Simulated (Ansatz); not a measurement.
```sh
ansatz run in.yaml --threads 4 --pin off --events-out ev --progress --plain --max-ram 9574MiB
```

```yaml
crystal:
  periodic: [false, false, false]
  atoms:
    - {symbol: C, position_ang: [-0.059132, -0.110976, -1.901745]}
    - {symbol: H, position_ang: [-0.339558, 0.942031, -1.869223]}
    - {symbol: H, position_ang: [-0.398746, -0.544170, -2.842232]}
    - {symbol: H, position_ang: [-0.521606, -0.638963, -1.068441]}
    - {symbol: H, position_ang: [1.025381, -0.200629, -1.835951]}
    - {symbol: C, position_ang: [0.215534, 0.378364, 5.748258]}
    - {symbol: F, position_ang: [-0.640213, -0.629062, 5.359832]}
    - {symbol: H, position_ang: [0.640779, 0.846140, 4.857789]}
    - {symbol: H, position_ang: [1.012098, -0.048609, 6.361472]}
    - {symbol: H, position_ang: [-0.344127, 1.117108, 6.326078]}
basis:
  gaussian: {orbitals: "def2-TZVPPD.json"}
hamiltonian: {xc: {name: B3LYP}, dispersion: d4}
```

Geometry: a pair of rigid molecules at a changed separation.

What structure does this define?

It has 10 atoms: 2 carbon, 7 hydrogen and 1 fluorine (C2H7F). SMILES: `C.CF`. Judged by distances it falls into 2 fragments: CH4, CH3F. It has no ring. Among its groups: C–F bond. Coordination: 2 C tetrahedral.

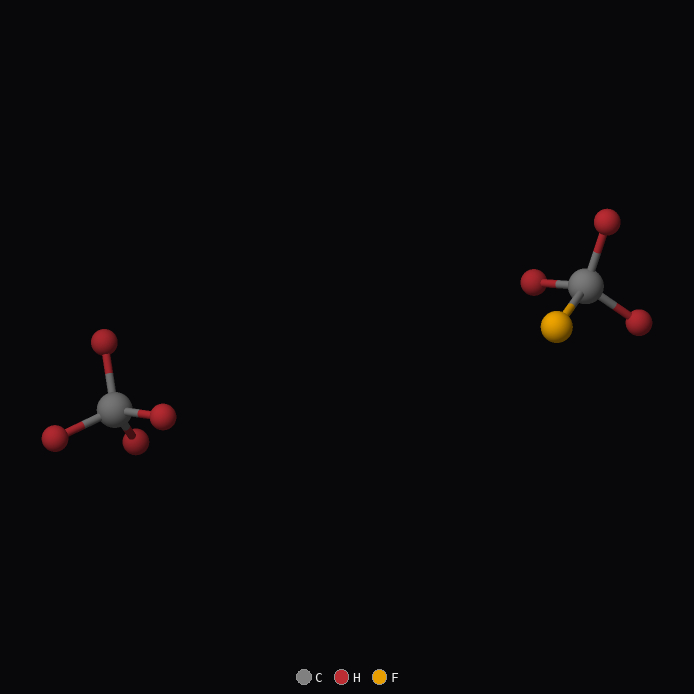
